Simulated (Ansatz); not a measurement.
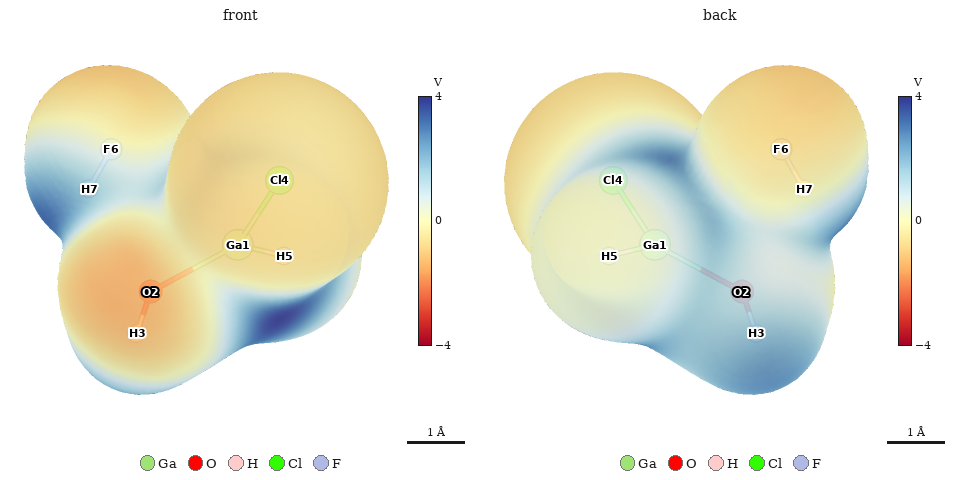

The picture shows: ClGaH₂O···HF. The molecular electrostatic potential painted on the density surface at 0.002 e/bohr³, seen from the front and from behind; the colour scale runs from red (negative) to blue (positive).

Method: Ansatz 0.2.0, RHF/def2-SVP.

```xyz
7

Ga   -0.0836   -0.2175   -0.0174
O     0.0121   -0.2515    1.7671
H    -0.7578   -0.4579    2.2725
Cl    1.8093   -0.4525   -0.9962
H    -1.4222   -0.1696   -0.7981
F     0.3579    2.4379    1.0467
H     0.4645    1.9067    1.7807
```

Question: Describe the electrostatic potential map.

Answer: The most negative region (about −1.5 V) lies over O2, the most positive (about +3.8 V) over Ga1. O2 is the likeliest acceptor of a hydrogen bond.
